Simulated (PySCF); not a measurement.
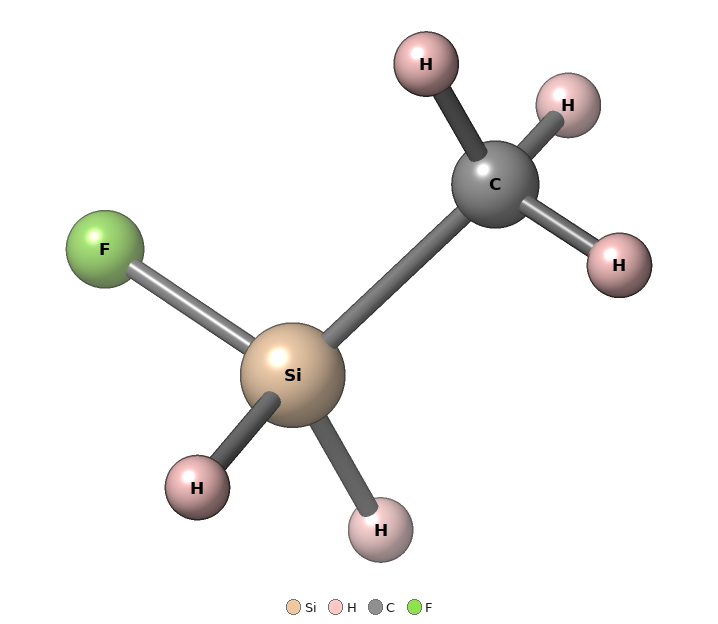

Orthographic view. Atoms fade into the background with distance from the viewer. Computed geometry: PBE0-D3(BJ)/def2-SVP optimisation. No frequency run is at hand to confirm it as a minimum.

Give the standard InChI.

InChI=1S/CH5FSi/c1-3-2/h3H2,1H3
